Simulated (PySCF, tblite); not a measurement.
# C₃H₅FOS: a rotation path, then NMR shifts on frames

How do NMR shifts of C₃H₅FOS (`CO[C@@]1(F)CS1`) change as the atoms move?

Computed with tblite 0.8.0 and PySCF 2.14.0, with density-fitted response routines of our own, on a single molecule in the gas phase. Atoms are numbered from 0 throughout.

## Step 1: The starting structure

11 atoms, charge 0, multiplicity 1; geometry from: GFN2-xTB.

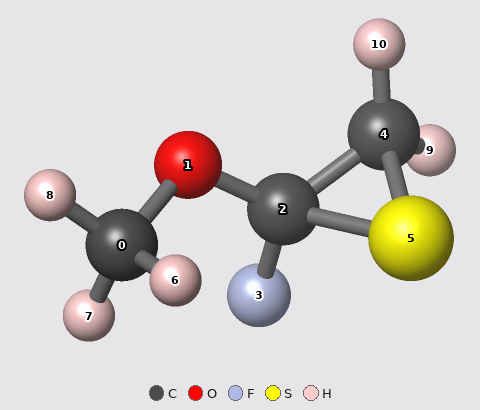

The starting geometry (carbon dark grey, oxygen red, fluorine light blue, sulfur yellow, hydrogen pink), atoms numbered.

## Step 2: A band between two rotamers with GFN2-xTB

Job settings and geometry (Å):

```
{"job": {"kind": "neb", "xc": "GFN2-xTB", "basis": "xTB", "atoms": [3, 2, 1, 0], "turn": 120}, "charge": 0, "multiplicity": 1}
C     -1.790278    -0.013459     0.000990
O     -0.540882     0.609070    -0.293210
C      0.531250    -0.173437    -0.141508
F      0.522126    -1.250018    -0.983513
C      1.849413     0.408311     0.172993
S      1.137221    -0.564268     1.526445
H     -1.794279    -0.367367     1.035874
H     -1.975953    -0.849058    -0.677113
H     -2.542851     0.757326    -0.137505
H      2.716587    -0.029340    -0.302915
H      1.893070     1.474910     0.343357
```

Method: GFN2-xTB climbing-image nudged elastic band, gas phase.

Started as:

```console
> OMP_NUM_THREADS=1 python probes_run.py task.json out
```

This one command runs all jobs of the session in turn.

What it wrote:

```text
image   E - E0 / eV
  0       0.0000
  1       0.0198
  2       0.0718
  3       0.1370
  4       0.1853
  5       0.1974
  6       0.1875
  7       0.1793
  8       0.1671
```

Run time: 4.1 s. Hardware: 1 thread of Intel Xeon at 2.50GHz, shared host; peak memory 0.18 GiB.

The final band, with the dihedral F3–C2–O1–C0:

| image | dihedral (°) | energy (eV) | energy (kcal/mol) |
| --- | --- | --- | --- |
| 0 | 62 | 0.000 | 0.0 |
| 1 | 75 | 0.020 | 0.5 |
| 2 | 89 | 0.072 | 1.7 |
| 3 | 105 | 0.137 | 3.2 |
| 4 | 122 | 0.185 | 4.3 |
| 5 | 139 | 0.197 | 4.6 |
| 6 | 155 | 0.187 | 4.3 |
| 7 | 169 | 0.179 | 4.1 |
| 8 | 177 | 0.167 | 3.9 |

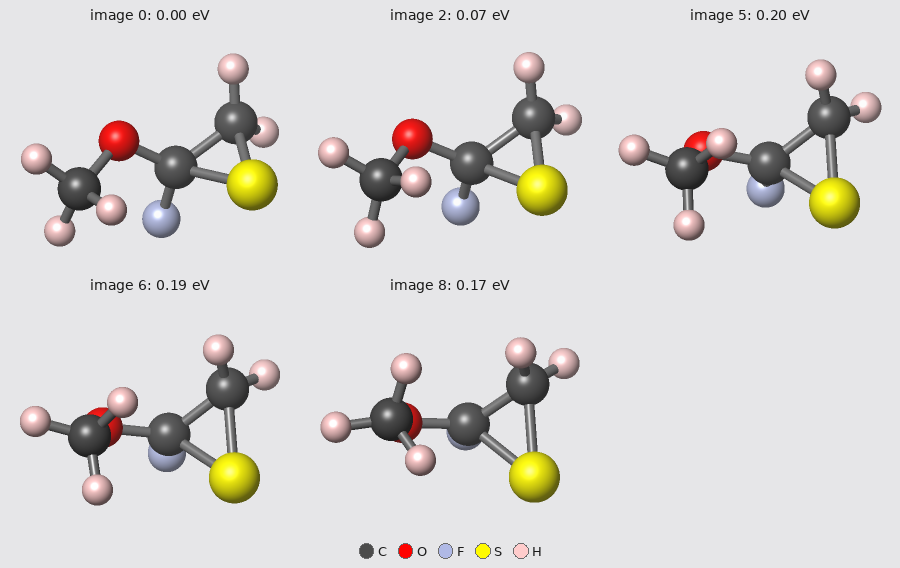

Images along the band.

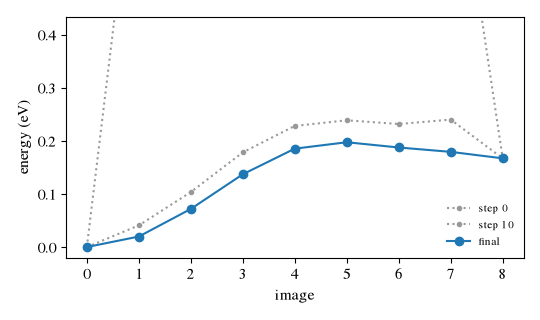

Energy along the band, early and final.

## Step 3: Shielding tensors: image 0, PBE0/pcSseg-1

Job settings and geometry (Å):

```
{"job": {"kind": "nmr", "xc": "PBE0", "basis": "pcSseg-1", "pop": false}, "charge": 0, "multiplicity": 1}
C     -1.790300    -0.013500     0.001000
O     -0.540900     0.609100    -0.293200
C      0.531200    -0.173400    -0.141500
F      0.522100    -1.250000    -0.983500
C      1.849400     0.408300     0.173000
S      1.137200    -0.564300     1.526400
H     -1.794300    -0.367400     1.035900
H     -1.976000    -0.849100    -0.677100
H     -2.542900     0.757300    -0.137500
H      2.716600    -0.029300    -0.302900
H      1.893100     1.474900     0.343400
```

With the program's defaults for keys left out, this is: GIAO PBE0/pcSseg-1 NMR shielding, non-relativistic, gas phase.

What it wrote:

```text
coarse grid: 10160 points
cycle   1  E = -689.9085207591  dE =  9.502e-01  |g| = 6.884e-01  |ddm| = 3.002e+00
cycle   2  E = -689.8224645155  dE =  8.606e-02  |g| = 1.005e+00  |ddm| = 9.874e-01
cycle   3  E = -689.9931816259  dE = -1.707e-01  |g| = 6.316e-02  |ddm| = 6.008e-01
cycle   4  E = -689.9938627926  dE = -6.812e-04  |g| = 3.299e-02  |ddm| = 8.420e-02
cycle   5  E = -689.9941106656  dE = -2.479e-04  |g| = 1.061e-02  |ddm| = 4.029e-02
cycle   6  E = -689.9941382266  dE = -2.756e-05  |g| = 2.694e-03  |ddm| = 1.455e-02
cycle   7  E = -689.9941395569  dE = -1.330e-06  |g| = 7.267e-04  |ddm| = 2.649e-03
final grid: 95048 points
cycle   8  E = -690.0495693996  dE = -2.481e-05  |g| = 1.166e-02  |ddm| = 2.246e-02
cycle   9  E = -690.0495410165  dE =  2.838e-05  |g| = 1.664e-02  |ddm| = 1.862e-02
cycle  10  E = -690.0495958539  dE = -5.484e-05  |g| = 1.129e-03  |ddm| = 1.193e-02
cycle  11  E = -690.0495961506  dE = -2.968e-07  |g| = 2.164e-04  |ddm| = 1.113e-03
cycle  12  E = -690.0495961593  dE = -8.639e-09  |g| = 8.784e-05  |ddm| = 2.174e-04
cycle  13  E = -690.0495961606  dE = -1.374e-09  |g| = 3.145e-05  |ddm| = 1.084e-04
cycle  14  E = -690.0495961609  dE = -2.628e-10  |g| = 5.706e-06  |ddm| = 4.183e-05
converged SCF energy = -690.0495961609

GIAO shielding tensors (ppm)
atom      isotropic    diamagn.    paramagn.     s11        s22        s33       span
  0 C      127.447     245.248    -117.801     92.420    106.281    183.640     91.220
  1 O      238.678     396.456    -157.778    130.694    270.117    315.222    184.528
  2 C       67.618     243.393    -175.775     27.859     69.914    105.080     77.221
  3 F      295.425     475.692    -180.266    159.516    332.084    394.676    235.159
  4 C      157.097     253.724     -96.627    130.222    157.657    183.411     53.189
  5 S      608.681    1055.347    -446.667    205.807    645.071    975.164    769.358
  6 H       28.110      29.138      -1.028     24.163     26.832     33.336      9.173
  7 H       27.617      28.951      -1.334     23.363     25.790     33.698     10.335
  8 H       27.853      28.389      -0.536     23.843     25.504     34.214     10.371
  9 H       28.849      28.825       0.024     23.699     25.632     37.217     13.518
 10 H       29.049      29.624      -0.575     23.905     25.928     37.315     13.410
```

It took 22 s on 1 thread of Intel Xeon at 2.50GHz, shared host; peak memory 0.65 GiB.

The references, computed at this level on geometries of the same kind, shield at (ppm): 1H TMS 31.72, 13C TMS 186.9, 19F CFCl3 170.9, 17O H2O 336.1, 33S CS2 504. Their shielding less the atom's gives the shift. The references are single molecules in the gas phase, so shifts against H2O, NH3, PH3, H3PO4 or CFCl3 are not on the usual liquid scales and can be off by tens of ppm. Each atom is listed at this fixed geometry, with no averaging over motion; a spectrum would average atoms that exchange fast.

| atoms | environment | σ (ppm) | δ (ppm) |
| --- | --- | --- | --- |
| C2 | three-membered-ring carbon bearing a halogen | 67.6 | 119.3 |
| C0 | methyl carbon bonded to O | 127.4 | 59.5 |
| C4 | thiirane ring carbon | 157.1 | 29.8 |
| H7 | hydrogen on a methyl carbon bonded to O | 27.62 | 4.10 |
| H8 | hydrogen on a methyl carbon bonded to O | 27.85 | 3.86 |
| H6 | hydrogen on a methyl carbon bonded to O | 28.11 | 3.61 |
| H9 | hydrogen on a thiirane ring carbon | 28.85 | 2.87 |
| H10 | hydrogen on a thiirane ring carbon | 29.05 | 2.67 |
| O1 | ether oxygen | 238.7 | 97.4 |
| F3 | fluorine on an sp3 carbon | 295.4 | -124.5 |
| S5 | sulfide sulfur | 609 | -105 |

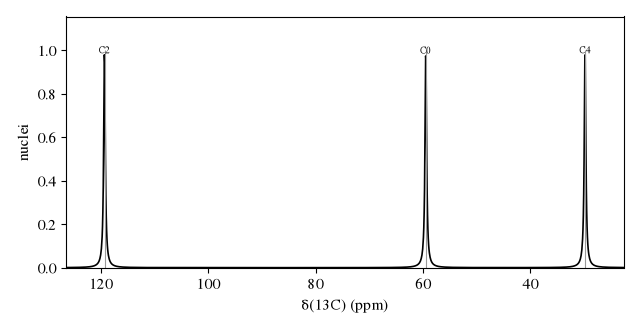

13C lines at the computed shifts, without couplings. Lines are broadened to a width of 0.36 ppm (Lorentzian).

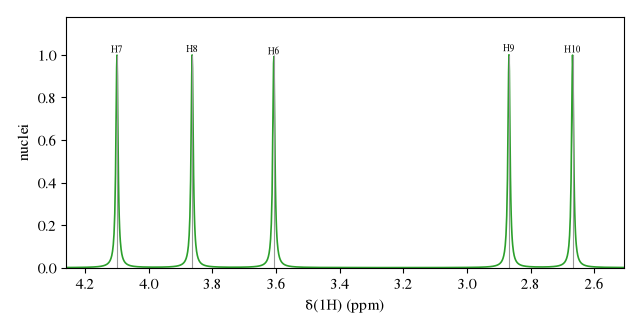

1H lines at the computed shifts, without couplings. Lines are broadened to a width of 0.01 ppm (Lorentzian).

Ring of atoms C2, C4, S5: NICS(0) -41.4, NICS(1) -6.7, NICS(1)zz -15.1 ppm (means of both faces).

In rings of three or four atoms NICS is ruled by the nearby σ bonds, so it says little on aromaticity.

## Step 4: Shielding tensors: image 2, PBE0/pcSseg-1

Job settings and geometry (Å):

```
{"job": {"kind": "nmr", "xc": "PBE0", "basis": "pcSseg-1", "pop": false}, "charge": 0, "multiplicity": 1}
C     -1.755800     0.029600     0.065100
O     -0.543100     0.500500    -0.517500
C      0.553400    -0.240000    -0.308600
F      0.723400    -1.205300    -1.261700
C      1.781200     0.389900     0.224100
S      0.993000    -0.779300     1.358400
H     -1.658800     0.033100     1.154500
H     -2.007700    -0.975100    -0.278100
H     -2.520500     0.737100    -0.242900
H      2.741800     0.084200    -0.163500
H      1.698600     1.428100     0.514000
```

Method: GIAO PBE0/pcSseg-1 NMR shielding, non-relativistic, gas phase.

What it wrote:

```text
coarse grid: 10160 points
cycle   1  E = -689.9074302622  dE =  9.554e-01  |g| = 6.893e-01  |ddm| = 3.000e+00
cycle   2  E = -689.8214991471  dE =  8.593e-02  |g| = 1.009e+00  |ddm| = 9.922e-01
cycle   3  E = -689.9916974074  dE = -1.702e-01  |g| = 6.058e-02  |ddm| = 6.015e-01
cycle   4  E = -689.9923203205  dE = -6.229e-04  |g| = 3.213e-02  |ddm| = 8.059e-02
cycle   5  E = -689.9925546217  dE = -2.343e-04  |g| = 1.033e-02  |ddm| = 3.805e-02
cycle   6  E = -689.9925807329  dE = -2.611e-05  |g| = 2.641e-03  |ddm| = 1.410e-02
cycle   7  E = -689.9925820282  dE = -1.295e-06  |g| = 6.690e-04  |ddm| = 2.621e-03
final grid: 95048 points
cycle   8  E = -690.0472042405  dE = -2.157e-05  |g| = 1.185e-02  |ddm| = 2.236e-02
cycle   9  E = -690.0471749592  dE =  2.928e-05  |g| = 1.694e-02  |ddm| = 1.857e-02
cycle  10  E = -690.0472314069  dE = -5.645e-05  |g| = 1.102e-03  |ddm| = 1.192e-02
cycle  11  E = -690.0472316906  dE = -2.838e-07  |g| = 2.068e-04  |ddm| = 1.056e-03
cycle  12  E = -690.0472316986  dE = -7.979e-09  |g| = 8.507e-05  |ddm| = 2.112e-04
cycle  13  E = -690.0472316999  dE = -1.285e-09  |g| = 3.087e-05  |ddm| = 1.028e-04
cycle  14  E = -690.0472317002  dE = -2.574e-10  |g| = 5.199e-06  |ddm| = 4.235e-05
converged SCF energy = -690.0472317002

GIAO shielding tensors (ppm)
atom      isotropic    diamagn.    paramagn.     s11        s22        s33       span
  0 C      125.038     245.308    -120.270     88.370    103.483    183.261     94.891
  1 O      249.628     396.635    -147.008    147.811    277.514    323.558    175.747
  2 C       67.611     242.669    -175.058     25.969     71.102    105.763     79.793
  3 F      291.358     474.475    -183.118    147.187    323.623    403.262    256.075
  4 C      153.886     254.632    -100.747    126.673    156.268    178.716     52.042
  5 S      627.216    1055.714    -428.498    226.159    680.374    975.115    748.956
  6 H       27.883      29.172      -1.288     23.454     27.103     33.094      9.640
  7 H       27.858      28.933      -1.075     23.995     25.311     34.268     10.272
  8 H       27.874      28.336      -0.462     23.790     25.478     34.354     10.564
  9 H       28.759      28.992      -0.234     23.617     25.558     37.102     13.485
 10 H       29.160      30.105      -0.945     23.888     26.325     37.266     13.378
```

Run time: 24 s. Hardware: 1 thread of Intel Xeon at 2.50GHz, shared host; peak memory 0.69 GiB.

Key values: δ C2 119.3, C0 61.9, C4 33.0, O1 86.5, H7 3.86, H8 3.84 ppm.

## Step 5: Shielding tensors: image 5, PBE0/pcSseg-1

Job settings and geometry (Å):

```
{"job": {"kind": "nmr", "xc": "PBE0", "basis": "pcSseg-1", "pop": false}, "charge": 0, "multiplicity": 1}
C     -1.658600     0.122300     0.136800
O     -0.623300     0.151600    -0.831200
C      0.581600    -0.365800    -0.499500
F      1.061800    -1.056300    -1.563600
C      1.596700     0.347200     0.314000
S      0.903600    -1.130700     1.103400
H     -1.356600     0.610400     1.066600
H     -1.963200    -0.905200     0.352800
H     -2.481900     0.669800    -0.315000
H      2.634800     0.268000     0.023600
H      1.310400     1.291400     0.755800
```

Level: GIAO PBE0/pcSseg-1 NMR shielding, non-relativistic, gas phase.

What it wrote:

```text
coarse grid: 10160 points
cycle   1  E = -689.8990372426  dE =  9.628e-01  |g| = 6.961e-01  |ddm| = 2.997e+00
cycle   2  E = -689.8061350746  dE =  9.290e-02  |g| = 1.034e+00  |ddm| = 1.026e+00
cycle   3  E = -689.9852215096  dE = -1.791e-01  |g| = 6.334e-02  |ddm| = 6.268e-01
cycle   4  E = -689.9859223483  dE = -7.008e-04  |g| = 3.242e-02  |ddm| = 8.051e-02
cycle   5  E = -689.9861631557  dE = -2.408e-04  |g| = 9.729e-03  |ddm| = 3.658e-02
cycle   6  E = -689.9861869306  dE = -2.377e-05  |g| = 2.841e-03  |ddm| = 1.451e-02
cycle   7  E = -689.9861885413  dE = -1.611e-06  |g| = 7.609e-04  |ddm| = 3.147e-03
final grid: 95048 points
cycle   8  E = -690.0418041735  dE = -2.554e-05  |g| = 1.165e-02  |ddm| = 2.345e-02
cycle   9  E = -690.0417747643  dE =  2.941e-05  |g| = 1.686e-02  |ddm| = 1.839e-02
cycle  10  E = -690.0418302207  dE = -5.546e-05  |g| = 1.106e-03  |ddm| = 1.195e-02
cycle  11  E = -690.0418305040  dE = -2.834e-07  |g| = 2.160e-04  |ddm| = 1.071e-03
cycle  12  E = -690.0418305134  dE = -9.367e-09  |g| = 8.121e-05  |ddm| = 2.089e-04
cycle  13  E = -690.0418305145  dE = -1.129e-09  |g| = 3.270e-05  |ddm| = 9.887e-05
cycle  14  E = -690.0418305148  dE = -2.893e-10  |g| = 4.772e-06  |ddm| = 4.434e-05
converged SCF energy = -690.0418305148

GIAO shielding tensors (ppm)
atom      isotropic    diamagn.    paramagn.     s11        s22        s33       span
  0 C      125.439     244.510    -119.070     96.657    103.883    175.778     79.121
  1 O      274.567     396.199    -121.632    177.172    306.281    340.247    163.074
  2 C       66.995     241.411    -174.416     22.329     69.893    108.763     86.434
  3 F      282.193     472.751    -190.558    157.191    287.983    401.406    244.215
  4 C      163.394     254.818     -91.424    133.227    160.685    196.270     63.043
  5 S      639.310    1055.629    -416.319    257.326    686.234    974.371    717.045
  6 H       28.533      29.320      -0.787     23.848     26.832     34.919     11.071
  7 H       28.112      28.859      -0.747     24.611     25.138     34.588      9.977
  8 H       27.863      28.066      -0.203     23.750     25.598     34.241     10.490
  9 H       28.958      28.957       0.001     23.501     25.901     37.473     13.972
 10 H       29.600      30.503      -0.902     23.958     27.128     37.715     13.756
```

Run time: 26 s. Hardware: 1 thread of Intel Xeon at 2.50GHz, shared host; peak memory 0.69 GiB.

In short: δ C2 119.9, C0 61.5, C4 23.5, O1 61.5, H8 3.85, H7 3.60 ppm.

## Step 6: Shielding tensors: image 6, PBE0/pcSseg-1

Job settings and geometry (Å):

```
{"job": {"kind": "nmr", "xc": "PBE0", "basis": "pcSseg-1", "pop": false}, "charge": 0, "multiplicity": 1}
C     -1.612900     0.157100     0.145300
O     -0.656000     0.017700    -0.888500
C      0.582600    -0.402700    -0.545000
F      1.136200    -0.982800    -1.633100
C      1.519900     0.322400     0.344900
S      0.911100    -1.247100     1.024500
H     -1.246000     0.784700     0.960600
H     -1.893100    -0.821500     0.545100
H     -2.472500     0.629600    -0.323400
H      2.567100     0.326900     0.076000
H      1.168900     1.218400     0.837500
```

With the program's defaults for keys left out, this is: GIAO PBE0/pcSseg-1 NMR shielding, non-relativistic, gas phase.

What it wrote:

```text
coarse grid: 10160 points
cycle   1  E = -689.8995043094  dE =  9.688e-01  |g| = 6.957e-01  |ddm| = 3.000e+00
cycle   2  E = -689.8046451761  dE =  9.486e-02  |g| = 1.038e+00  |ddm| = 1.046e+00
cycle   3  E = -689.9861408884  dE = -1.815e-01  |g| = 6.580e-02  |ddm| = 6.399e-01
cycle   4  E = -689.9869099935  dE = -7.691e-04  |g| = 3.301e-02  |ddm| = 8.325e-02
cycle   5  E = -689.9871609529  dE = -2.510e-04  |g| = 9.577e-03  |ddm| = 3.719e-02
cycle   6  E = -689.9871841160  dE = -2.316e-05  |g| = 2.910e-03  |ddm| = 1.478e-02
cycle   7  E = -689.9871858428  dE = -1.727e-06  |g| = 8.089e-04  |ddm| = 3.358e-03
final grid: 95048 points
cycle   8  E = -690.0424498973  dE = -2.504e-05  |g| = 1.197e-02  |ddm| = 2.369e-02
cycle   9  E = -690.0424179310  dE =  3.197e-05  |g| = 1.751e-02  |ddm| = 1.887e-02
cycle  10  E = -690.0424771717  dE = -5.924e-05  |g| = 1.110e-03  |ddm| = 1.233e-02
cycle  11  E = -690.0424774572  dE = -2.855e-07  |g| = 2.103e-04  |ddm| = 1.080e-03
cycle  12  E = -690.0424774664  dE = -9.150e-09  |g| = 7.182e-05  |ddm| = 1.980e-04
cycle  13  E = -690.0424774672  dE = -8.062e-10  |g| = 3.399e-05  |ddm| = 9.075e-05
cycle  14  E = -690.0424774675  dE = -3.021e-10  |g| = 4.767e-06  |ddm| = 4.529e-05
converged SCF energy = -690.0424774675

GIAO shielding tensors (ppm)
atom      isotropic    diamagn.    paramagn.     s11        s22        s33       span
  0 C      127.431     244.893    -117.462     98.412    107.475    176.405     77.993
  1 O      274.050     395.848    -121.799    183.484    311.338    327.327    143.843
  2 C       66.752     241.146    -174.394     22.748     69.026    108.483     85.734
  3 F      287.293     472.323    -185.031    171.464    292.208    398.207    226.743
  4 C      166.488     254.946     -88.458    137.401    164.715    197.348     59.947
  5 S      653.300    1055.434    -402.134    295.507    684.435    979.960    684.453
  6 H       28.891      29.605      -0.714     24.327     26.912     35.435     11.109
  7 H       28.082      28.834      -0.752     24.195     25.749     34.302     10.106
  8 H       27.854      28.077      -0.223     23.712     25.637     34.214     10.502
  9 H       29.016      28.936       0.081     23.410     25.985     37.655     14.245
 10 H       29.528      30.647      -1.119     23.768     27.296     37.519     13.751
```

Run time: 26 s. Hardware: 1 thread of Intel Xeon at 2.50GHz, shared host; peak memory 0.69 GiB.

Key values: δ C2 120.2, C0 59.5, C4 20.4, O1 62.0, H8 3.86, H7 3.63 ppm.

## Step 7: NMR shieldings: image 8, PBE0/pcSseg-1

Job settings and geometry (Å):

```
{"job": {"kind": "nmr", "xc": "PBE0", "basis": "pcSseg-1", "pop": false}, "charge": 0, "multiplicity": 1}
C     -1.563700     0.248900     0.138800
O     -0.690800    -0.102600    -0.917000
C      0.579200    -0.429500    -0.596700
F      1.194500    -0.797100    -1.739500
C      1.436200     0.219000     0.419200
S      0.962600    -1.485400     0.840800
H     -1.300500     1.218100     0.571200
H     -1.556000    -0.518100     0.918700
H     -2.551300     0.308300    -0.311700
H      2.479700     0.353800     0.167900
H      1.015600     0.987400     1.052100
```

Level: GIAO PBE0/pcSseg-1 NMR shielding, non-relativistic, gas phase.

What it wrote:

```text
coarse grid: 10160 points
cycle   1  E = -689.8993699923  dE =  9.681e-01  |g| = 6.972e-01  |ddm| = 3.004e+00
cycle   2  E = -689.8005412394  dE =  9.883e-02  |g| = 1.047e+00  |ddm| = 1.084e+00
cycle   3  E = -689.9872869865  dE = -1.867e-01  |g| = 6.862e-02  |ddm| = 6.643e-01
cycle   4  E = -689.9881297286  dE = -8.427e-04  |g| = 3.437e-02  |ddm| = 8.830e-02
cycle   5  E = -689.9884044491  dE = -2.747e-04  |g| = 9.639e-03  |ddm| = 3.917e-02
cycle   6  E = -689.9884278771  dE = -2.343e-05  |g| = 2.977e-03  |ddm| = 1.510e-02
cycle   7  E = -689.9884296959  dE = -1.819e-06  |g| = 8.513e-04  |ddm| = 3.501e-03
final grid: 95048 points
cycle   8  E = -690.0434060610  dE = -2.671e-05  |g| = 1.186e-02  |ddm| = 2.321e-02
cycle   9  E = -690.0433733739  dE =  3.269e-05  |g| = 1.759e-02  |ddm| = 1.872e-02
cycle  10  E = -690.0434325592  dE = -5.919e-05  |g| = 1.058e-03  |ddm| = 1.237e-02
cycle  11  E = -690.0434328187  dE = -2.595e-07  |g| = 2.158e-04  |ddm| = 1.082e-03
cycle  12  E = -690.0434328286  dE = -9.885e-09  |g| = 6.659e-05  |ddm| = 2.027e-04
cycle  13  E = -690.0434328293  dE = -6.717e-10  |g| = 3.316e-05  |ddm| = 8.821e-05
cycle  14  E = -690.0434328296  dE = -2.935e-10  |g| = 5.073e-06  |ddm| = 4.465e-05
converged SCF energy = -690.0434328296

GIAO shielding tensors (ppm)
atom      isotropic    diamagn.    paramagn.     s11        s22        s33       span
  0 C      131.533     245.833    -114.300     98.864    108.581    187.153     88.289
  1 O      269.187     395.415    -126.228    209.093    291.057    307.412     98.319
  2 C       65.015     240.685    -175.670     21.343     69.031    104.671     83.328
  3 F      288.769     471.965    -183.196    178.852    297.158    390.296    211.443
  4 C      167.435     255.033     -87.597    140.020    168.260    194.026     54.007
  5 S      685.064    1054.994    -369.930    385.494    686.593    983.104    597.609
  6 H       28.682      29.722      -1.040     24.534     26.205     35.308     10.774
  7 H       27.933      28.859      -0.926     23.474     27.531     32.793      9.318
  8 H       27.769      28.077      -0.308     23.443     25.534     34.331     10.888
  9 H       29.147      28.908       0.239     23.426     25.844     38.171     14.744
 10 H       29.245      30.898      -1.653     23.482     27.316     36.937     13.455
```

It took 28 s on 1 thread of Intel Xeon at 2.50GHz, shared host; peak memory 0.69 GiB.

In short: δ C2 121.9, C0 55.4, C4 19.5, O1 66.9, H8 3.95, H7 3.78 ppm.

## Step 8: Run by run: NMR shifts

Shifts (ppm) of some atoms, chosen among heavy atoms and hydrogens apart, with basis size and wall time:

| frame | C0 | C4 | H6 | H10 | O1 | F3 | S5 | functions | time |
| --- | --- | --- | --- | --- | --- | --- | --- | --- | --- |
| image 0 | 59.5 | 29.8 | 3.61 | 2.67 | 97.4 | -124.5 | -105 | 134 | 22 s |
| image 2 | 61.9 | 33.0 | 3.83 | 2.56 | 86.5 | -120.4 | -123 | 134 | 24 s |
| image 5 | 61.5 | 23.5 | 3.18 | 2.12 | 61.5 | -111.2 | -136 | 134 | 26 s |
| image 6 | 59.5 | 20.4 | 2.83 | 2.19 | 62.0 | -116.3 | -150 | 134 | 26 s |
| image 8 | 55.4 | 19.5 | 3.03 | 2.47 | 66.9 | -117.8 | -181 | 134 | 28 s |

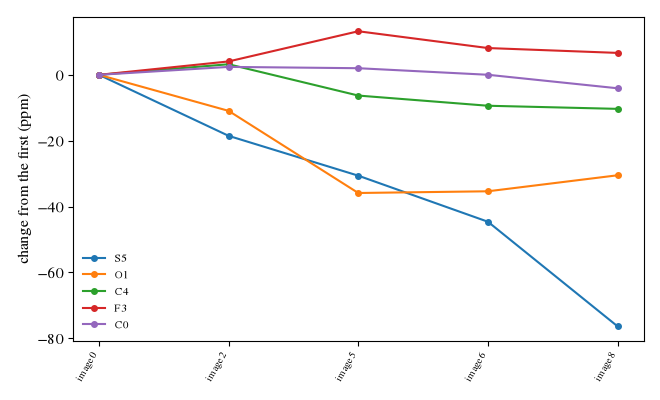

How five of the tabulated atoms move from run to run.

## Step 9: Results

```
                                         quantity                               value
                                          barrier  0.197 eV (4.6 kcal/mol) at image 5
                            end to end (GFN2-xTB)                            0.167 eV
  13C shifts against TMS (PBE0/pcSseg-1, image 0)               119.3, 59.5, 29.8 ppm
   1H shifts against TMS (PBE0/pcSseg-1, image 0)    4.10, 3.86, 3.61, 2.87, 2.67 ppm
  17O shifts against H2O (PBE0/pcSseg-1, image 0)                            97.4 ppm
19F shifts against CFCl3 (PBE0/pcSseg-1, image 0)                          -124.5 ppm
  33S shifts against CS2 (PBE0/pcSseg-1, image 0)                            -105 ppm
                         range of the shift of S5                    -181 to -105 ppm
```

**Reading.** Along the band the dihedral turns by 114°, and the top (dihedral 139°) lies 4.6 kcal/mol above the start (GFN2-xTB, rough), so at room temperature this motion is fast. The top was not checked by a frequency run. Shifts at one fixed geometry are not the observed spectrum, which averages over the motion. In the first frame run (image 0): The widest tensor belongs to S5: span 769 ppm, with a paramagnetic part of -447 ppm. Across the 5 runs the shift of S5 moves most, between -181 (image 8) and -105 ppm (image 0).
